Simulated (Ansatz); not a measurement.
# CH₃F₃SeSi: one species, many methods, part 2 of 2

Ansatz 0.2.0, Gaussian basis; functionals in def2-TZVPP, the program's frozen cores in correlated methods.

### 14 CAM-B3LYP-D4 (range-separated)

File in.yaml:

```yaml
crystal:
  periodic: [false, false, false]
  atoms:
    - {symbol: C, position_ang: [-0.160042, -1.247482, 0.982487]}
    - {symbol: Se, position_ang: [1.402002, -0.434566, 0.112005]}
    - {symbol: Si, position_ang: [0.250514, 1.152784, -0.932244]}
    - {symbol: F, position_ang: [-0.842206, 0.572094, -1.911845]}
    - {symbol: F, position_ang: [1.238905, 2.045374, -1.771342]}
    - {symbol: F, position_ang: [-0.538496, 2.091037, 0.061814]}
    - {symbol: H, position_ang: [0.232097, -2.079007, 1.564246]}
    - {symbol: H, position_ang: [-0.856380, -1.617733, 0.234292]}
    - {symbol: H, position_ang: [-0.637894, -0.528801, 1.643486]}
basis:
  gaussian: {orbitals: def2-TZVPP}
hamiltonian: {xc: {name: CAM-B3LYP}, dispersion: d4}
output: {orbitals: {seedname: orbitals}}
```

Started as:

```console
$ ansatz run in.yaml --threads 4 --pin off --events-out ev --progress --plain --max-ram 11315MiB
```

Output, shortened:

```text
Functional definition: CAM-B3LYP
  name "CAM-B3LYP"
  cite "Yanai, Tew & Handy, Chem. Phys. Lett. 393, 51 (2004) doi:10.1016/j.cplett.2004.06.011"
  cite "Iikura, Tsuneda, Yanai & Hirao, J. Chem. Phys. 115, 3540 (2001) doi:10.1063/1.1383587"
  cite "Becke, Phys. Rev. A 38, 3098 (1988) doi:10.1103/PhysRevA.38.3098"
  cite "Lee, Yang & Parr, Phys. Rev. B 37, 785 (1988) doi:10.1103/PhysRevB.37.785"
  cite "Vosko, Wilk & Nusair, Can. J. Phys. 58, 1200 (1980) doi:10.1139/p80-159"
[...]
  # Exact exchange under (alpha + beta erf(omega r))/r, Becke's under what is left of 1/r.
[...]
1525 factors; their error is unknown
314 factors; integrals over basis functions are off by at most 8.4e-6 eV
[...]
mean field -82475.97677423 eV, -3030.9362422279 hartree, gradient 4.1e-5 eV, S^2 0.000000; 0 other end points of the search recorded, 0 dependent functions left out
reference -82475.97689368 eV, -3030.9362466177 hartree; 42, 42 occupied and 214, 214 virtual orbitals, 1525 factors
Total energy: -82476.18634585 eV, -3030.9439438431 hartree
```

Run time: 3.7 s. Hardware: 4 threads of Arm Neoverse V2, shared host; peak memory 0.91 GiB.

With the free atoms at this level, -82438.699 eV in sum, the atomisation energy is 3617.0 kJ/mol. HOMO -8.71 eV, LUMO 0.47 eV.

### 15 LC-ωPBE (range-separated)

Edit in.yaml of step 14 so:

```diff
@@ -14,3 +14,3 @@
   gaussian: {orbitals: def2-TZVPP}
-hamiltonian: {xc: {name: CAM-B3LYP}, dispersion: d4}
+hamiltonian: {xc: {name: LC-wPBE}}
 output: {orbitals: {seedname: orbitals}}
```

The command is unchanged.

Output, shortened:

```text
Functional definition: LC-wPBE
  name "LC-wPBE"
  cite "Vydrov & Scuseria, J. Chem. Phys. 125, 234109 (2006) doi:10.1063/1.2409292"
  cite "Heyd & Scuseria, J. Chem. Phys. 120, 7274 (2004) doi:10.1063/1.1668634"
  cite "Ernzerhof & Perdew, J. Chem. Phys. 109, 3313 (1998) doi:10.1063/1.476928"
  cite "Perdew, Burke & Ernzerhof, Phys. Rev. Lett. 77, 3865 (1996) doi:10.1103/PhysRevLett.77.3865"
  parent pbe
[...]
1500 factors; their error is unknown
415 factors; integrals over basis functions are off by at most 1.8e-5 eV
[...]
mean field -82458.20861614 eV, -3030.2832744619 hartree, gradient 2.6e-5 eV, S^2 0.000000; 0 other end points of the search recorded, 0 dependent functions left out
reference -82458.20861615 eV, -3030.2832744622 hartree; 42, 42 occupied and 214, 214 virtual orbitals, 1500 factors
Total energy: -82458.20861615 eV, -3030.2832744622 hartree
```

Wall time 2.8 s (4 threads of Arm Neoverse V2, shared host); peak memory 0.52 GiB.

With the free atoms at this level, -82420.997 eV in sum, the atomisation energy is 3590.4 kJ/mol. HOMO -10.08 eV, LUMO 1.70 eV.

### 16 ωB97X-V (range-separated)

Edit in.yaml of step 15 so:

```diff
@@ -14,3 +14,3 @@
   gaussian: {orbitals: def2-TZVPP}
-hamiltonian: {xc: {name: LC-wPBE}}
+hamiltonian: {xc: {name: wB97X-V}}
 output: {orbitals: {seedname: orbitals}}
```

Launched as before.

Output, shortened:

```text
Functional definition: wB97X-V
  name "wB97X-V"
  cite "Mardirossian & Head-Gordon, Phys. Chem. Chem. Phys. 16, 9904 (2014) doi:10.1039/C3CP54374A"
  cite "Becke, J. Chem. Phys. 107, 8554 (1997) doi:10.1063/1.475007"
  cite "Vydrov & Van Voorhis, J. Chem. Phys. 133, 244103 (2010) doi:10.1063/1.3521275"
[...]
      + integral(e_c_pw_opposite_spin*poly(b97_u_opposite, cos0, cos1)) + vv10(b, c)
1525 factors; their error is unknown
295 factors; integrals over basis functions are off by at most 6.4e-6 eV
[...]
mean field -82464.41472150 eV, -3030.5113446272 hartree, gradient 5.6e-5 eV, S^2 0.000000; 0 other end points of the search recorded, 0 dependent functions left out
reference -82464.41471968 eV, -3030.5113445603 hartree; 42, 42 occupied and 214, 214 virtual orbitals, 1525 factors
Total energy: -82464.41471968 eV, -3030.5113445603 hartree
```

Wall time 9 s (4 threads of Arm Neoverse V2, shared host); peak memory 0.98 GiB.

Atomisation energy: 3620.6 kJ/mol (free atoms -82426.890 eV, run apart). HOMO -9.72 eV, LUMO 1.55 eV.

### 17 ωB97M-V (range-separated)

Edit in.yaml of step 16 so:

```diff
@@ -14,3 +14,3 @@
   gaussian: {orbitals: def2-TZVPP}
-hamiltonian: {xc: {name: wB97X-V}}
-output: {orbitals: {seedname: orbitals}}
+hamiltonian: {xc: {name: wB97M-V}}
+output: {forces: true, orbitals: {seedname: orbitals}}
```

The command is unchanged.

Output, shortened:

```text
Functional definition: wB97M-V
  name "wB97M-V"
  cite "Mardirossian & Head-Gordon, J. Chem. Phys. 144, 214110 (2016) doi:10.1063/1.4952647"
  cite "Becke, J. Chem. Phys. 107, 8554 (1997) doi:10.1063/1.475007"
  cite "Vydrov & Van Voorhis, J. Chem. Phys. 133, 244103 (2010) doi:10.1063/1.3521275"
  # Of w^i u^j: cxij and so on, Table III.
[...]
  gx(w, u) = 1 - cx + cx01*u + cx10*w
  gss(w, u) = css00 + css04*u^4 + css10*w + css20*w^2 + css43*w^4*u^3
  gos(w, u) = cos00 + cos10*w + (cos20 + cos21*u)*w^2 + (cos60 + cos61*u)*w^6
[...]
      + integral(e_c_pw_mod_opposite_spin*gos(b97_w_opposite, b97_u_opposite)) + vv10(b, c)
1511 factors; their error is unknown
295 factors; integrals over basis functions are off by at most 6.4e-6 eV
[...]
Total energy: -82468.21081117 eV, -3030.6508483494 hartree
Atom 0 at    -0.160042    -1.247482     0.982487 Å, force    -0.051101    -0.027935     0.028775 eV/Å
Atom 1 at     1.402002    -0.434566     0.112005 Å, force    -0.003470     0.064553    -0.047917 eV/Å
Atom 2 at     0.250514     1.152784    -0.932244 Å, force     0.087194    -0.130436     0.087698 eV/Å
Atom 3 at    -0.842206     0.572094    -1.911845 Å, force    -0.094578    -0.080436    -0.081784 eV/Å
Atom 4 at     1.238905     2.045374    -1.771342 Å, force     0.106190     0.077196    -0.076013 eV/Å
Atom 5 at    -0.538496     2.091037     0.061814 Å, force    -0.063158     0.068811     0.113751 eV/Å
Atom 6 at     0.232097    -2.079007     1.564246 Å, force    -0.059488     0.070399    -0.045177 eV/Å
Atom 7 at    -0.856380    -1.617733     0.234292 Å, force     0.049150     0.029129     0.075430 eV/Å
Atom 8 at    -0.637894    -0.528801     1.643486 Å, force     0.029262    -0.071280    -0.054764 eV/Å
Dipole moment:    -0.081511    -0.388233     0.312080 e Å
```

It took 12 s on 4 threads of Arm Neoverse V2, shared host; peak memory 1.1 GiB.

Atomisation energy: 3612.4 kJ/mol (free atoms -82430.771 eV, run apart). HOMO -9.58 eV, LUMO 1.32 eV.

### 18 B2PLYP (double hybrid)

Edit in.yaml of step 17 so:

```diff
@@ -14,3 +14,2 @@
   gaussian: {orbitals: def2-TZVPP}
-hamiltonian: {xc: {name: wB97M-V}}
-output: {forces: true, orbitals: {seedname: orbitals}}
+hamiltonian: {xc: {name: B2PLYP}}
```

Launched as before.

Output, shortened:

```text
Functional definition: B2PLYP
  name "B2PLYP"
  cite "Grimme, J. Chem. Phys. 124, 034108 (2006) doi:10.1063/1.2148954"
  cite "Becke, Phys. Rev. A 38, 3098 (1988) doi:10.1103/PhysRevA.38.3098"
  cite "Lee, Yang & Parr, Phys. Rev. B 37, 785 (1988) doi:10.1103/PhysRevB.37.785"
[...]
1613 factors; integrals over basis functions are off by at most 7.4e-4 eV
[...]
mean field -82444.68497385 eV, -3029.7862897744 hartree, gradient 3.3e-6 eV, S^2 0.000000; 0 other end points of the search recorded, 0 dependent functions left out
18 core orbitals not correlated: weight in the atoms' cores, before any rotation towards them, 1.000 or more for the frozen orbitals, at most 0.000 for the correlated occupied ones
reference -82444.68512640 eV, -3029.7862953806 hartree; 24, 24 occupied and 214, 214 virtual orbitals, 1613 factors
second order -42.23785788 eV of doubles, -0.00000000 eV of singles
Total energy: -82456.08934803 eV, -3030.2053927953 hartree
```

Wall time 6.5 s (4 threads of Arm Neoverse V2, shared host); peak memory 0.76 GiB.

Atomisation energy: 3571.4 kJ/mol (free atoms -82419.074 eV, run apart).

### 19 PBE-QIDH (double hybrid)

Edit in.yaml of step 18 so:

```diff
@@ -14,2 +14,2 @@
   gaussian: {orbitals: def2-TZVPP}
-hamiltonian: {xc: {name: B2PLYP}}
+hamiltonian: {xc: {name: PBE-QIDH}}
```

Launched as before.

Output, shortened:

```text
Functional definition: PBE-QIDH
  name "PBE-QIDH"
  cite "Brémond, Sancho-García, Pérez-Jiménez & Adamo, J. Chem. Phys. 141, 031101 (2014) doi:10.1063/1.4890314"
  cite "Perdew, Burke & Ernzerhof, Phys. Rev. Lett. 77, 3865 (1996) doi:10.1103/PhysRevLett.77.3865"
[...]
1613 factors; integrals over basis functions are off by at most 7.4e-4 eV
[...]
mean field -82429.66187845 eV, -3029.2342012016 hartree, gradient 7.7e-7 eV, S^2 0.000000; 0 other end points of the search recorded, 0 dependent functions left out
18 core orbitals not correlated: weight in the atoms' cores, before any rotation towards them, 1.000 or more for the frozen orbitals, at most 0.000 for the correlated occupied ones
reference -82429.66188895 eV, -3029.2342015875 hartree; 24, 24 occupied and 214, 214 virtual orbitals, 1613 factors
second order -39.46830439 eV of doubles, -0.00000000 eV of singles
Total energy: -82442.81799042 eV, -3029.7176793987 hartree
```

It took 7 s on 4 threads of Arm Neoverse V2, shared host; peak memory 0.75 GiB.

Atomisation energy: 3585.9 kJ/mol (free atoms -82405.653 eV, run apart).

### 20 Orbital energies across the functionals

Dipoles come from the runs that computed forces. Levels are read from the orbital files that the runs wrote:

```csv
functional,HOMO (eV),LUMO (eV),gap (eV),dipole (D)
LDA (SPW92),-6.36,-1.69,4.67,
PBE-D4,-6.20,-1.46,4.74,2.40
revPBE-D4,-6.14,-1.36,4.78,
BLYP-D4,-6.03,-1.36,4.68,
r2SCAN-D4,-6.48,-1.20,5.29,2.46
B97M-V,-6.56,-1.22,5.34,
PBE0-D4,-7.41,-0.57,6.84,
B3LYP-D4,-7.16,-0.81,6.35,2.48
r2SCANh-D4,-6.92,-0.87,6.05,
r2SCAN0-D4,-7.58,-0.40,7.19,
HSE06-D4,-7.01,-0.95,6.06,
BHLYP-D4,-8.45,0.33,8.78,
CAM-B3LYP-D4,-8.71,0.47,9.17,
LC-ωPBE,-10.08,1.70,11.78,
ωB97X-V,-9.72,1.55,11.27,
ωB97M-V,-9.58,1.32,10.90,2.42
```

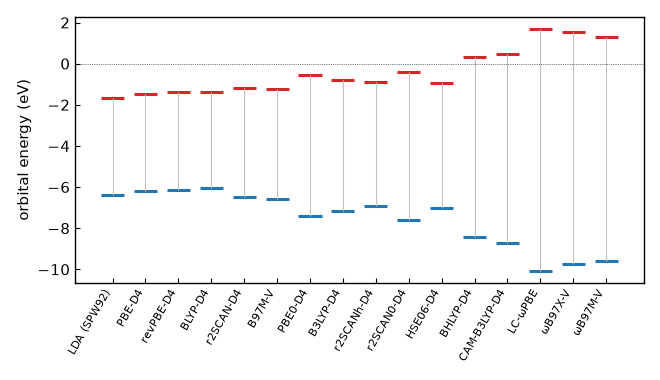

Highest occupied (blue) and lowest empty (red) level by functional.

### 21 CCSD(T) in def2-SVP

Edit in.yaml of step 19 so:

```diff
@@ -13,3 +13,3 @@
 basis:
-  gaussian: {orbitals: def2-TZVPP}
-hamiltonian: {xc: {name: PBE-QIDH}}
+  gaussian: {orbitals: def2-SVP}
+correlation: {method: ccsd_t}
```

Launched as before.

Output, shortened:

```text
Functional definition: HF
  name "HF"
  cite "Fock, Z. Phys. 61, 126 (1930) doi:10.1007/BF01340294"
  parent pbe
[...]
1156 factors; integrals over basis functions are off by at most 8.7e-4 eV
[...]
mean field -82348.85585375 eV, -3026.2646345660 hartree, gradient 4.9e-6 eV, S^2 0.000000; 0 other end points of the search recorded, 0 dependent functions left out
18 core orbitals not correlated: weight in the atoms' cores, before any rotation towards them, 1.000 or more for the frozen orbitals, at most 0.000 for the correlated occupied ones
reference -82348.85585375 eV, -3026.2646345660 hartree; 24, 24 occupied and 79, 79 virtual orbitals, 1156 factors
second order -27.72737679 eV of doubles, -0.00000000 eV of singles
cycle   1  -27.68997216 eV  change    3.7e-2 eV  update   1.1e-1
[...]
cycle   9  -28.37859703 eV  change   -9.8e-6 eV  update   1.5e-5
perturbative correction -0.57936396 eV, -0.0212912329 hartree
Total energy: -82377.81381475 eV, -3027.3288200042 hartree
```

It took 13 s on 4 threads of Arm Neoverse V2, shared host; peak memory 0.71 GiB.

### 22 CCSD(T) in def2-TZVPP

Edit in.yaml of step 21 so:

```diff
@@ -13,3 +13,4 @@
 basis:
-  gaussian: {orbitals: def2-SVP}
+  gaussian: {orbitals: def2-TZVPP}
 correlation: {method: ccsd_t}
+output: {orbitals: {seedname: orbitals}}
```

The command is unchanged.

Output, shortened:

```text
Functional definition: HF
  name "HF"
  cite "Fock, Z. Phys. 61, 126 (1930) doi:10.1007/BF01340294"
  parent pbe
[...]
1613 factors; integrals over basis functions are off by at most 7.4e-4 eV
[...]
mean field -82372.14272695 eV, -3027.1204113719 hartree, gradient 4.1e-6 eV, S^2 0.000000; 0 other end points of the search recorded, 0 dependent functions left out
18 core orbitals not correlated: weight in the atoms' cores, before any rotation towards them, 1.000 or more for the frozen orbitals, at most 0.000 for the correlated occupied ones
reference -82372.14272695 eV, -3027.1204113719 hartree; 24, 24 occupied and 214, 214 virtual orbitals, 1613 factors
second order -35.49633527 eV of doubles, -0.00000000 eV of singles
cycle   1  -35.12223681 eV  change    3.7e-1 eV  update   1.2e-1
[...]
cycle   9  -35.97427753 eV  change   -1.8e-5 eV  update   2.1e-5
perturbative correction -1.17819538 eV, -0.0432978814 hartree
Total energy: -82409.29519986 eV, -3028.4857395684 hartree
```

It took 6.2 min on 4 threads of Arm Neoverse V2, shared host; peak memory 6.3 GiB.

### 23 MP2 in def2-QZVPP

Edit in.yaml of step 22 so:

```diff
@@ -13,4 +13,3 @@
 basis:
-  gaussian: {orbitals: def2-TZVPP}
-correlation: {method: ccsd_t}
-output: {orbitals: {seedname: orbitals}}
+  gaussian: {orbitals: "def2-QZVPP.json"}
+correlation: {method: mp2}
```

The command is unchanged.

Output:

```text
Functional definition: HF
  name "HF"
  cite "Fock, Z. Phys. 61, 126 (1930) doi:10.1007/BF01340294"
  parent pbe
  exchange = exact_x
  correlation = 0
2954 factors; integrals over basis functions are off by at most 5.0e-4 eV
mean field evaluation 1: about -82370.2606 eV, gradient 4.6e1 eV
mean field evaluation 2: about -82370.4193 eV, gradient 4.6e1 eV
mean field evaluation 4: about -82374.1006 eV, gradient 3.1e0 eV
mean field evaluation 8: about -82374.1443 eV, gradient 1.9e-1 eV
mean field -82374.14452438 eV, -3027.1939760706 hartree, gradient 3.4e-6 eV, S^2 0.000000; 0 other end points of the search recorded, 0 dependent functions left out
18 core orbitals not correlated: weight in the atoms' cores, before any rotation towards them, 1.000 or more for the frozen orbitals, at most 0.000 for the correlated occupied ones
reference -82374.14452438 eV, -3027.1939760706 hartree; 24, 24 occupied and 435, 435 virtual orbitals, 2954 factors
second order -46.32415784 eV of doubles, -0.00000000 eV of singles
Total energy: -82420.46868223 eV, -3028.8963574717 hartree
```

Wall time 27 s (4 threads of Arm Neoverse V2, shared host); peak memory 3 GiB.

Energy pieces by basis (eV):

```
     basis           HF  MP2 correlation  CCSD correlation      (T)              total
  def2-SVP  -82348.8559         -27.7274          -28.3786  -0.5794        -82377.8138
def2-TZVPP  -82372.1427         -35.4963          -35.9743  -1.1782        -82409.2952
def2-QZVPP  -82374.1445         -46.3242                             -82420.4687 (MP2)
```

The report of the def2-TZVPP run gives T1 = 0.0107.

### 24 Extrapolating to the complete basis

No new run: Hartree-Fock is extrapolated as exp(−7.88√X) and correlation as X^−2.97, with X = 3 and 4; only MP2 was run in the larger set, so CCSD(T) minus MP2 is added from the smaller one.

```csv
level,energy at the limit (eV)
HF,-82374.4202
MP2,-82428.7650
CCSD,-82429.2430
CCSD(T),-82430.4211
```

This is no true limit for total energies: MP2 correlation changes by a factor of 1.31 from triple to quadruple zeta (about 1.07 in light molecules), because outer-core shells are correlated in sets not made for them. Much of that cancels between molecule and atoms or ions.

### 25 RPA on PBE orbitals

Edit in.yaml of step 23 so:

```diff
@@ -13,3 +13,4 @@
 basis:
-  gaussian: {orbitals: "def2-QZVPP.json"}
-correlation: {method: mp2}
+  gaussian: {orbitals: def2-TZVPP}
+hamiltonian: {xc: pbe}
+correlation: {method: rpa}
```

Same command.

Output, shortened:

```text
Functional definition: PBE
  name "PBE"
  cite "Perdew, Burke & Ernzerhof, Phys. Rev. Lett. 77, 3865 (1996) doi:10.1103/PhysRevLett.77.3865"
  parent pbe
[...]
1613 factors; integrals over basis functions are off by at most 7.4e-4 eV
[...]
mean field -82451.55780567 eV, -3030.0388616850 hartree, gradient 5.5e-6 eV, S^2 0.000000; 0 other end points of the search recorded, 0 dependent functions left out
18 core orbitals not correlated: weight in the atoms' cores, before any rotation towards them, 1.000 or more for the frozen orbitals, at most 0.000 for the correlated occupied ones
reference -82369.90862940 eV, -3027.0383098011 hartree; 24, 24 occupied and 214, 214 virtual orbitals, 1613 factors
Total energy: -82423.83740383 eV, -3029.0201557073 hartree
```

Run time: 6 s. Hardware: 4 threads of Arm Neoverse V2, shared host; peak memory 0.65 GiB.

RPA correlation: -53.929 eV. No RPA run of the hydrogen atom was made, so RPA has no atomisation energy below.

### 26 All levels against the reference

Free atoms (1 C, 1 Se, 1 Si, 3 F, 3 H) were run apart at each level; the atomisation energy is their sum less the molecule, without zero-point or spin-orbit terms.

Differences are taken before rounding.

| method | rung | atomisation energy (kJ/mol) | from CCSD(T)/CBS (kJ/mol) | time |
| --- | --- | --- | --- | --- |
| LDA (SPW92) | LDA | 4152.5 | +511.0 | 1.2 s |
| PBE-D4 | GGA | 3669.8 | +28.4 | 2.2 s |
| revPBE-D4 | GGA | 3564.4 | -77.0 | 1.9 s |
| BLYP-D4 | GGA | 3595.1 | -46.3 | 2 s |
| r2SCAN-D4 | meta-GGA | 3629.8 | -11.7 | 4.6 s |
| B97M-V | meta-GGA | 3616.5 | -25.0 | 8 s |
| PBE0-D4 | hybrid | 3588.6 | -52.9 | 3.2 s |
| B3LYP-D4 | hybrid | 3585.6 | -55.8 | 4.9 s |
| r2SCANh-D4 | hybrid | 3597.5 | -44.0 | 6 s |
| r2SCAN0-D4 | hybrid | 3551.2 | -90.2 | 5.5 s |
| HSE06-D4 | hybrid | 3590.2 | -51.2 | 3.8 s |
| BHLYP-D4 | hybrid | 3471.2 | -170.3 | 3.6 s |
| CAM-B3LYP-D4 | range-separated | 3617.0 | -24.5 | 3.7 s |
| LC-ωPBE | range-separated | 3590.4 | -51.0 | 2.8 s |
| ωB97X-V | range-separated | 3620.6 | -20.8 | 9 s |
| ωB97M-V | range-separated | 3612.4 | -29.1 | 12 s |
| B2PLYP | double hybrid | 3571.4 | -70.0 | 6.5 s |
| PBE-QIDH | double hybrid | 3585.9 | -55.6 | 7 s |
| HF/def2-TZVPP | wavefunction | 2665.1 | -976.3 |  |
| MP2/def2-TZVPP | wavefunction | 3651.0 | +9.6 |  |
| CCSD/def2-TZVPP | wavefunction | 3471.3 | -170.1 |  |
| CCSD(T)/def2-SVP | wavefunction | 3325.7 | -315.8 | 13 s |
| CCSD(T)/def2-TZVPP | wavefunction | 3529.4 | -112.1 | 6.2 min |
| MP2/CBS | wavefunction | 3763.1 | +121.7 |  |
| CCSD(T)/CBS | wavefunction | 3641.4 | 0 | 6.6 min |

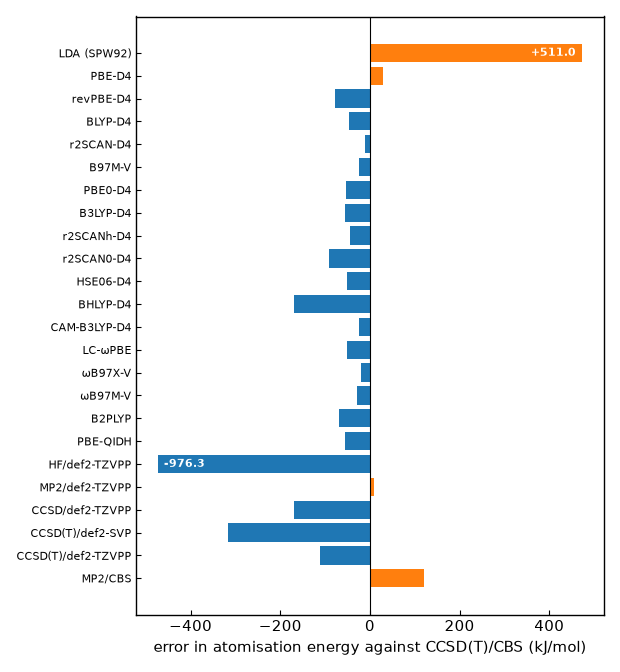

Error of each method against CCSD(T)/CBS. Bars with a number in them are cut short.

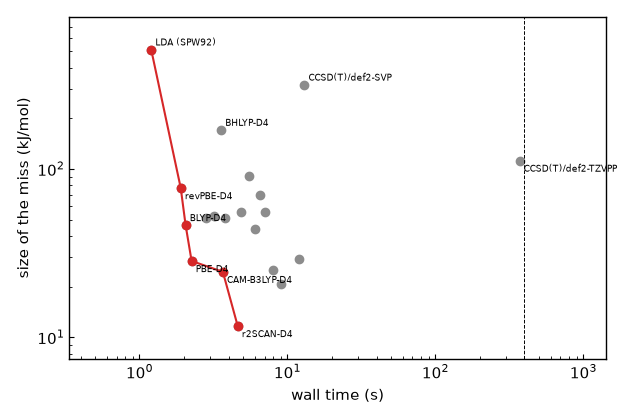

Accuracy for the time spent; red marks the levels that beat every quicker one drawn (of those quicker than the yardstick), and the dashed line is the time of CCSD(T)/CBS. Only those levels and the largest misses are named. Times are from a shared host.

LDA (SPW92), LC-ωPBE, B2PLYP, PBE-QIDH carry no dispersion term (for B3LYP, D4 adds 38.0 kJ/mol).

Times are those of the molecule's run; HF, MP2 and CCSD come out of the CCSD(T) runs, and the limit's time is the sum of the runs that it needs.

### 27 Outcome

The summary covers parts 1 to 2.

```
                               quantity                                                      value
        atomisation energy, CCSD(T)/CBS                                              3641.4 kJ/mol
 functionals within 36.4 kJ/mol (1.0 %)  PBE-D4, r2SCAN-D4, B97M-V, CAM-B3LYP-D4, ωB97X-V, ωB97M-V
                    farthest beyond LDA                                   BHLYP-D4 (-170.3 kJ/mol)
                mean size of error, GGA                                                50.6 kJ/mol
           mean size of error, meta-GGA                                                18.3 kJ/mol
             mean size of error, hybrid                                                77.4 kJ/mol
    mean size of error, range-separated                                                31.3 kJ/mol
      mean size of error, double hybrid                                                62.8 kJ/mol
              gap, smallest and largest                  4.67 eV (LDA (SPW92)), 11.78 eV (LC-ωPBE)
                          T1 diagnostic                                                     0.0107
triples share of the correlation energy                                                      3.2 %
```

In words: The LDA atomisation energy is off by 511.0 kJ/mol (14 %): it overbinds. PBE-D4 misses by +28.4 kJ/mol. Double hybrids carry the basis error of their MP2 part in triple zeta, and no dispersion term here, so their miss is partly the set-up's. The rungs meta-GGA, range-separated miss on average by less than the doubt on the reference (36.4 kJ/mol), so they tie. The reference freezes the cores and leaves out relativity and excitations past (T), and its outer-core shells are covered unevenly, so misses under about 36.4 kJ/mol can't be ranked. All levels share the lack of spin-orbit coupling, which lowers the free heavy atoms and so the true binding. Hartree-Fock recovers 73 % of the binding; the rest is correlation. CCSD(T) in def2-SVP is off by -315.8 kJ/mol, so the small basis spoils what the method gains. Orbital gaps span 4.7 to 11.8 eV; exact exchange widens them. Correlated methods include outer-core shells of Se, which these sets cover unevenly.

For cost: r2SCAN-D4 gets within 11.7 kJ/mol in 4.6 s, where CCSD(T)/CBS took 6.6 min; the quickest level in the cost chart, LDA (SPW92), takes 1.2 s and misses by 511.0 kJ/mol.
